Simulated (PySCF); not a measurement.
NMR shielding calculation, with input and output: CH5FSi

System: CH5FSi, SMILES C[SiH2]F.
Method: GIAO PBE0/pcSseg-2 NMR shielding, non-relativistic, gas phase (PySCF 2.14.0).

The geometry comes from this level: PBE0-D3(BJ)/def2-SVP. Figures and captions count atoms from 1; the log counts them from 0 in places.

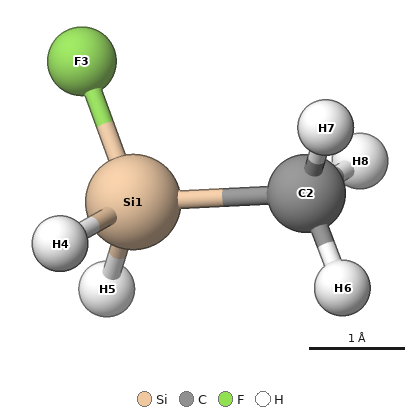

The structure as given in the input (ball-and-stick view, seen at a tilt; atoms are numbered from 1 in the order of the input).

Results in brief:

```csv
quantity,value
outcome,converged
total energy,−430.323022 hartree
HOMO,−9.28 eV
LUMO,0.33 eV
dipole moment,1.91 D
"isotropic shielding, Si",335.2 ppm
"isotropic shielding, C",185.8 ppm
"isotropic shielding, F",383.8 ppm
"isotropic shielding, H",26.0 to 31.3 ppm
hardware,"1 CPU thread, shared host"
wall time,22 s
peak memory,0.73 GiB
```

Input file:
```
{"job": {"kind": "nmr", "xc": "PBE0", "basis": "pcSseg-2"}, "charge": 0, "multiplicity": 1}
Si    -0.843285     0.057071     0.006369
C      1.000327    -0.191731     0.026094
F     -1.175462     1.635928     0.238428
H     -1.504470    -0.704370     1.105137
H     -1.429114    -0.336645    -1.307515
H      1.239896    -1.256602    -0.125744
H      1.431344     0.121174     0.989311
H      1.487292     0.385553    -0.774547
```

The first line tells a small driver script what to run in PySCF; the rest is the geometry in Å.

Launch command:
```bash
OMP_NUM_THREADS=1 python <driver script> task.json out
```

Log:
```
coarse grid: 6896 points
cycle   1  E = -430.2583330408  dE = -4.654e-02  |g| = 5.988e-01  |ddm| = 1.857e+00
cycle   2  E = -430.1875389103  dE =  7.079e-02  |g| = 9.153e-01  |ddm| = 7.307e-01
cycle   3  E = -430.3195834881  dE = -1.320e-01  |g| = 7.659e-02  |ddm| = 4.595e-01
cycle   4  E = -430.3206089483  dE = -1.025e-03  |g| = 2.534e-02  |ddm| = 5.065e-02
cycle   5  E = -430.3207581051  dE = -1.492e-04  |g| = 3.593e-03  |ddm| = 1.687e-02
cycle   6  E = -430.3207604818  dE = -2.377e-06  |g| = 4.275e-04  |ddm| = 2.404e-03
final grid: 61600 points
cycle   7  E = -430.3230169194  dE = -4.023e-05  |g| = 4.550e-03  |ddm| = 1.620e-02
cycle   8  E = -430.3230151824  dE =  1.737e-06  |g| = 5.169e-03  |ddm| = 5.053e-03
cycle   9  E = -430.3230217047  dE = -6.522e-06  |g| = 2.073e-04  |ddm| = 2.949e-03
cycle  10  E = -430.3230217102  dE = -5.493e-09  |g| = 8.354e-05  |ddm| = 1.306e-04
cycle  11  E = -430.3230217108  dE = -5.882e-10  |g| = 4.607e-05  |ddm| = 5.167e-05
cycle  12  E = -430.3230217111  dE = -3.205e-10  |g| = 3.237e-06  |ddm| = 1.992e-05
```

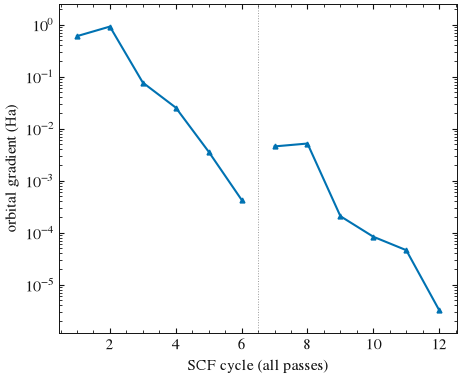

Convergence of the self-consistent field: orbital gradient against the SCF cycle. The dotted line marks the change from a coarse to the final integration grid. The first 6 cycles use a coarse grid, the final grid takes over at cycle 7, and the field converges after 12 cycles in all.

```
converged SCF energy = -430.3230217111

GIAO shielding tensors (ppm)
atom      isotropic    diamagn.    paramagn.     s11        s22        s33       span
  0 Si     335.230     875.592    -540.362    270.406    332.623    402.662    132.256
  1 C      185.809     246.261     -60.453    172.143    188.855    196.429     24.286
  2 F      383.834     467.728     -83.895    367.790    376.114    407.597     39.808
  3 H       26.033      28.442      -2.409     23.039     24.781     30.279      7.240
  4 H       26.030      28.466      -2.436     23.039     24.776     30.275      7.235
  5 H       31.292      29.786       1.507     27.652     27.963     38.262     10.610
  6 H       30.587      29.772       0.815     26.996     27.983     36.782      9.785
  7 H       30.585      29.816       0.768     26.995     27.977     36.782      9.787
```

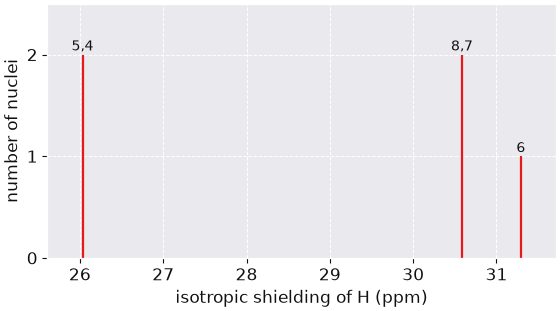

Isotropic shieldings of the hydrogen nuclei in this fixed geometry, labelled by atom number; shielding grows to the right, so chemical shift grows to the left. The least shielded is H5 (26.0 ppm), the most shielded H6 (31.3 ppm).

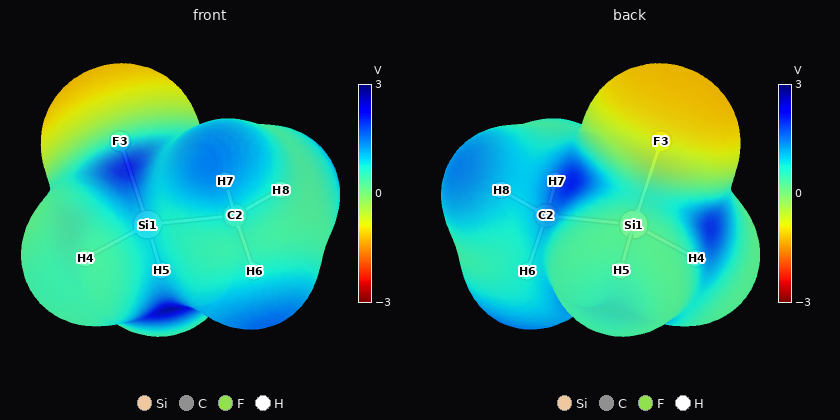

The electrostatic potential painted on the density surface at 0.004 e/bohr³, seen at a tilt and from behind; red is negative and blue positive. Its dipole moment is 1.91 D.

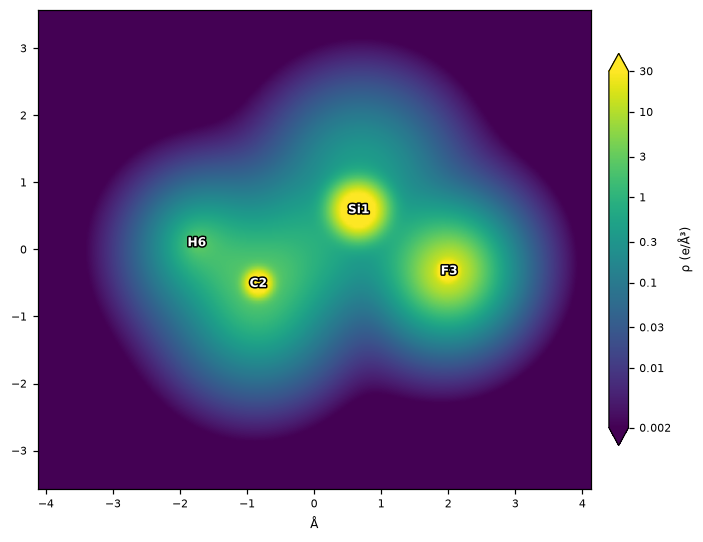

Total electron density on the plane of atoms C2, Si1 and F3. The section cuts through Si, C, F and H sites. C–Si (1.86 Å): ρ at the midpoint is about 1 e/Å³. C–H (1.10 Å): ρ at the midpoint is about 1.9 e/Å³.

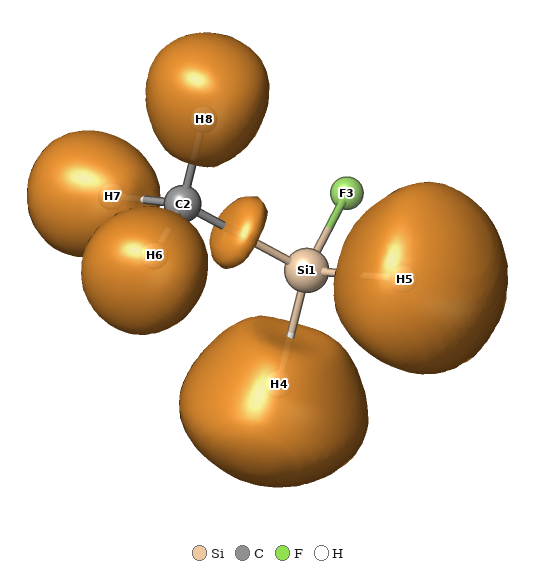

Isosurface of the ELF at 0.9 (orange), seen at an oblique angle. Only the valence region is drawn (cores and ρ < 0.01 e/Å³ removed). The ELF exceeds this value in one region between bonded C–Si atoms (shared pairs) and five regions around hydrogen nuclei. Profiles from the grid: Si–F (1.63 Å): the ELF peaks at about 0.85 between the atoms.
